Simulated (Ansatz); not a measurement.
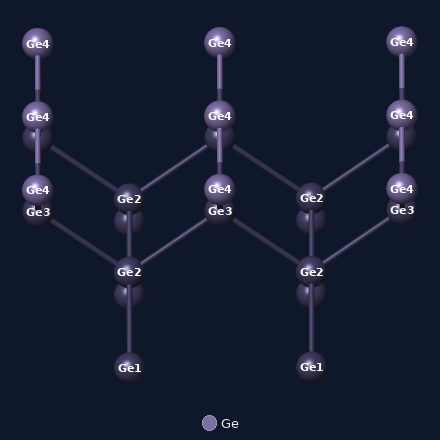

The system is Si on a Ge(100) slab cut from the Fd-3m phase, its upper half relaxed before the scan (4 atoms of substrate and one adsorbate in a 1 × 1 cell); the picture shows it without the atoms that are moved over the map. Si is moved over the surface cell; relaxed at each place: the height of the adsorbate's atoms; substrate rigid; the origin of the map has the adsorbate above Ge4. Places are given modulo a cell vector. The map is drawn in real space over the plane of the surface. The scan uses an 8 × 8 grid; 25 points were computed and 39 follow by symmetry. Energies: eV, counted from the lowest grid point. With one adsorbate in each 1 × 1 cell, its nearest image is 4.1 Å away, so neighbouring adsorbates interact. These are results of DFT PBE, scalar-relativistic, plane waves, PAW (Ansatz 0.2.0), not measurements. Settings: cutoff 420 eV, k-mesh 7×7×1, gaussian smearing 0.1 eV, no spin polarisation.

Range: position of Si5 along the first surface vector from 0.000 to 0.875; position of Si5 along the second surface vector from 0.000 to 0.875.

> Predict the map.

The lowest grid point is at (4/8, 2/8) of the cell vectors [nearest 2 Ge at 2.44 Å]; the map holds 2 wells of about this depth. The bottom of the well lies between grid points, at about (0.50, 0.32) of the cell vectors, about 0.048 eV lower on the interpolated surface. No other kind of well shows on this grid. The highest grid point, (0/8, 2/8) of the cell vectors [nearest 1 Ge at 2.30 Å], lies 1.06 eV above the lowest. On the interpolated surface the easiest way out of the lowest well to a well of about the same depth near (4/8, 6/8) of the cell vectors [nearest 2 Ge at 2.44 Å] passes a barrier of about 0.18 eV, counted from the interpolated bottom of the well. At the lowest point the adsorbate has 2 Ge at 2.44 Å as nearest neighbours, at the highest 1 Ge at 2.30 Å. Its relaxed height above the top atom is 0.89 Å at the lowest and 2.06 Å at the highest point.

```tsv
second ↓, first →	0/8	1/8	2/8	3/8	4/8	5/8	6/8	7/8
7/8	1.04	1.01	0.93	0.62	0.07	0.62	0.93	1.01
6/8	1.06	1.04	0.92	0.54	0.00	0.54	0.92	1.04
5/8	0.85	0.82	0.71	0.37	0.01	0.37	0.71	0.82
4/8	0.64	0.62	0.57	0.43	0.25	0.43	0.57	0.62
3/8	0.85	0.82	0.71	0.37	0.01	0.37	0.71	0.82
2/8	1.06	1.04	0.92	0.54	0.00	0.54	0.92	1.04
1/8	1.04	1.01	0.93	0.62	0.07	0.62	0.93	1.01
0/8	1.01	0.99	0.90	0.65	0.13	0.65	0.90	0.99
```

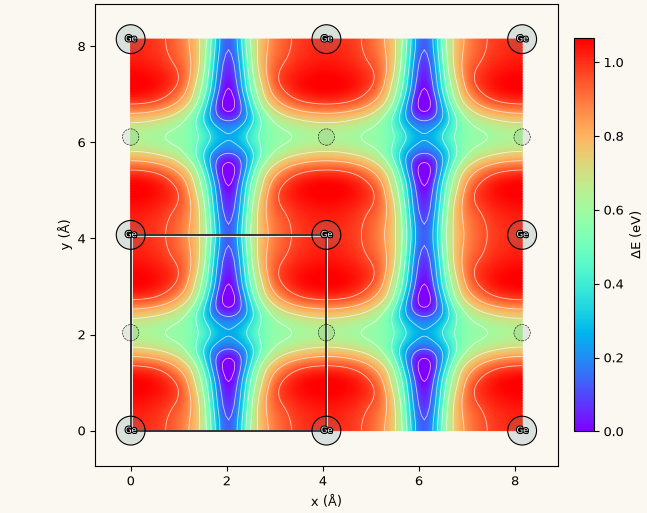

In the figure: a smooth colour map with a few white contour lines, labelled circles for the atoms of the top layer and small ones for the second layer, the outline of one cell of the 2 × 2 shown. Between grid points the surface is interpolated.

Each point was launched as `ansatz run input.yaml --threads 2 --pin off --max-ram 6144MiB --backend cpu --events-out ev --progress --plain --runs-dir out`. The whole map (25 points run) took 22 min on 2 threads of Arm Neoverse N1, on a shared host.

PAW datasets: the set soft_1.
